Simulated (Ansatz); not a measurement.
## Single-point calculation of CH$_{6}$BNOSSi

CH$_{6}$BNOSSi, SMILES N[Si]1(S)CBO1, computed with RKS PBE0-D4/def2-TZVPP (Ansatz 0.2.0).

The geometry comes from this level: PBE0-D4/def2-TZVP.

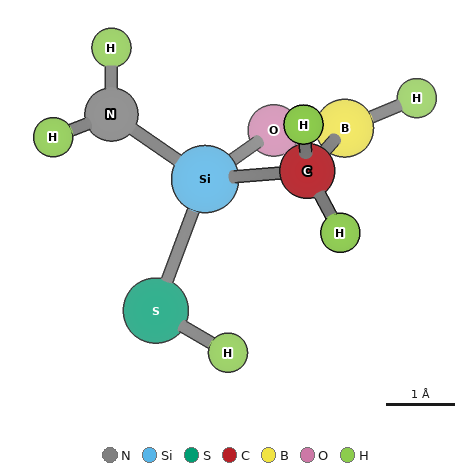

Fig. 1: The structure (ball-and-stick view, seen at a tilt).

### Summary

- outcome: converged
- total energy: −24055.0835 eV
- mean-field energy: −24054.8011 eV
- dispersion energy: −0.2824 eV
- SCF solution under orbital rotations: stable
- HOMO: −7.51 eV
- LUMO: −0.25 eV
- hardware: 4 threads of Arm Neoverse V2, 23 GiB of memory available, shared host
- wall time: 5 s (CPU time 19 s)
- peak memory: 0.9 GiB

### The input
```yaml
crystal:
  periodic: [false, false, false]
  atoms:
    - {symbol: N, position_ang: [-2.018529, -0.058150, 0.207747]}
    - {symbol: Si, position_ang: [-0.421336, -0.035689, -0.346397]}
    - {symbol: S, position_ang: [-0.510622, -0.892161, -2.288323]}
    - {symbol: C, position_ang: [1.083793, -0.417427, 0.683838]}
    - {symbol: B, position_ang: [1.230224, 1.160348, 0.521191]}
    - {symbol: O, position_ang: [0.154058, 1.559524, -0.230001]}
    - {symbol: H, position_ang: [-2.667939, -0.792039, -0.012882]}
    - {symbol: H, position_ang: [-2.367546, 0.597038, 0.885754]}
    - {symbol: H, position_ang: [0.757931, -1.331126, -2.260037]}
    - {symbol: H, position_ang: [1.885330, -1.017732, 0.250445]}
    - {symbol: H, position_ang: [0.905516, -0.767386, 1.702706]}
    - {symbol: H, position_ang: [2.046018, 1.939599, 0.919762]}
basis:
  gaussian: {orbitals: def2-TZVPP}
hamiltonian: {xc: pbe0, dispersion: d4}
output: {orbitals: {seedname: orbitals}}
```

Launch command:
```bash
ansatz run in.yaml --threads 4 --pin off --events-out ev --progress --plain --max-ram 10444MiB
```

### Output
```
Functional definition: PBE0
  name "PBE0"
  cite "Adamo & Barone, J. Chem. Phys. 110, 6158 (1999) doi:10.1063/1.478522"
  cite "Perdew, Burke & Ernzerhof, Phys. Rev. Lett. 77, 3865 (1996) doi:10.1103/PhysRevLett.77.3865"
  parent pbe
  parameter a = 0.25
  parameter kappa = 0.804
  parameter beta = 0.06672455060314922
  exchange = (1 - a)*pbe_x(kappa = kappa, mu = beta*pi^2/3) + a*exact_x
  correlation = pbe_c(beta = beta)
1615 factors; their error is unknown
mean field evaluation 1: about -24041.5624 eV, gradient 8.3e1 eV
mean field evaluation 2: about -24029.3388 eV, gradient 1.1e2 eV
mean field evaluation 4: about -24054.6738 eV, gradient 7.1e0 eV
mean field evaluation 8: about -24054.7710 eV, gradient 1.6e-1 eV
mean field evaluation 16: about -24054.8011 eV, gradient 2.7e-4 eV
mean field -24054.80107184 eV, -883.9976344603 hartree, gradient 3.2e-5 eV, S^2 0.000000; 0 other end points of the search recorded, 0 dependent functions left out
reference -24054.80110652 eV, -883.9976357348 hartree; 31, 31 occupied and 261, 261 virtual orbitals, 1615 factors
Total energy: -24055.08345965 eV, -884.0080120210 hartree
```

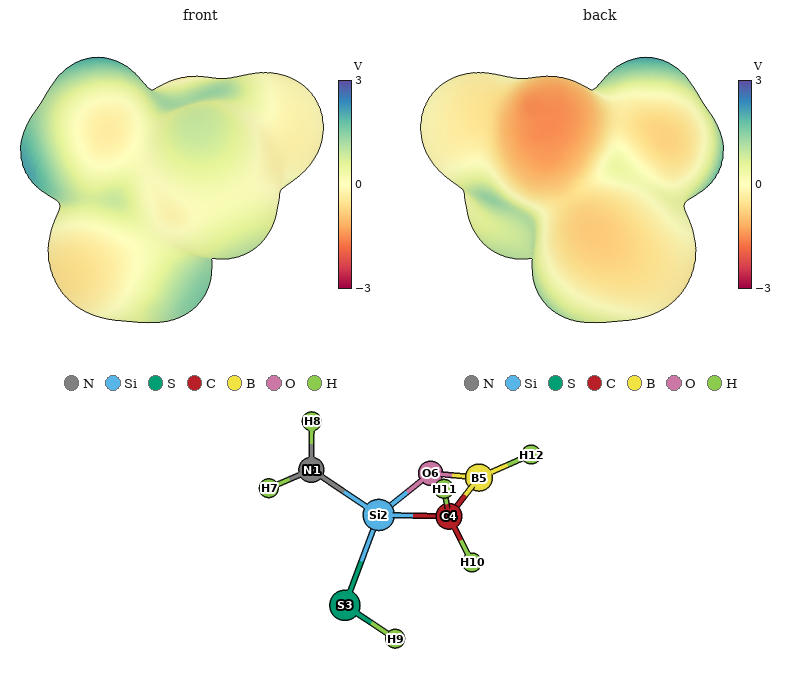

Fig. 2: The molecular electrostatic potential painted on the density surface at 0.002 e/bohr³, seen face on and from behind; the colour scale runs from red (negative) to blue (positive). The bare structure is drawn below in the same view.

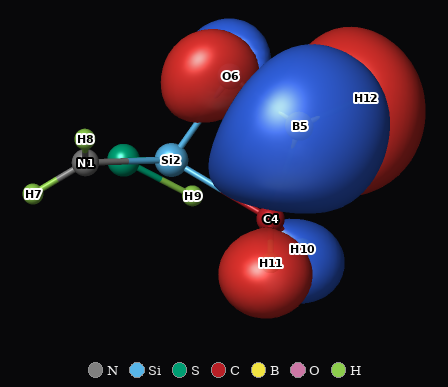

Fig. 3: One frontier orbital at ±0.08 Å⁻³ᐟ² (blue and red are the two phases), seen from the side. The LUMO, at −0.25 eV. By Hirshfeld shares it lies mainly on B5 (55 %), O6 (15 %), H12 (10 %) and C4 (10 %).

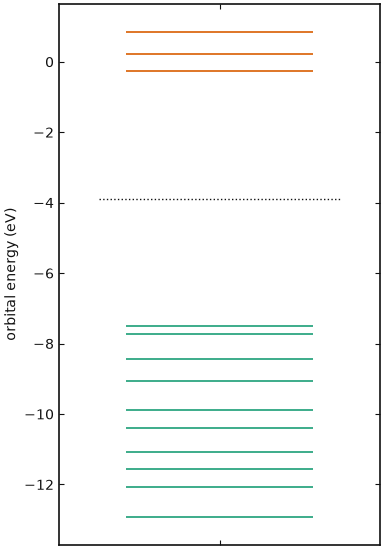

Fig. 4: Orbital energies near the frontier; the dotted line parts filled from empty levels, and levels within 0.02 eV of each other stand side by side. Highest filled −7.51 eV, lowest empty −0.25 eV, 7.26 eV apart.
